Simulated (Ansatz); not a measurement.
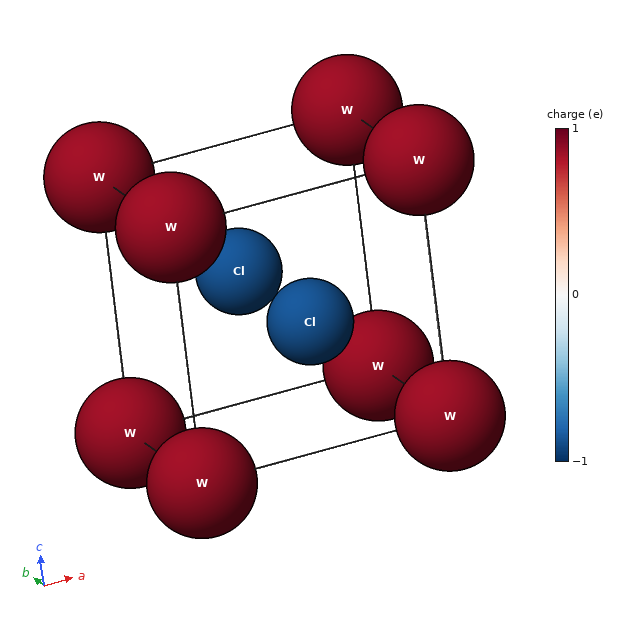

This spheres-only model is shown slightly off an axis. The frame is the simulation cell; atoms at its boundary are shown with their periodic copies. The atoms of this WCl cell are coloured by their Bader charge.

Computational set-up: DFT, PAW plane waves, r2SCAN in Ansatz, a plane-wave cutoff of 500 eV, 11×11×11 k-points, Fermi-Dirac smearing of 0.1 eV, no spin polarisation. The pressure of the cell is -17 GPa.

Which way does the charge move?

Most positive: W; most negative: Cl. Charges: about W +0.8 e; Cl -0.8 e.

Where the cell comes from: a generated cell, made by putting these elements into a known structure type (the compound may or may not exist in this form). No relaxation was applied. Ansatz was used for an electronic-structure calculation on it.

At this level of theory the cell isn't at rest (stretched, at -17 GPa), so its distances can differ from those at equilibrium, the more so the softer the solid.
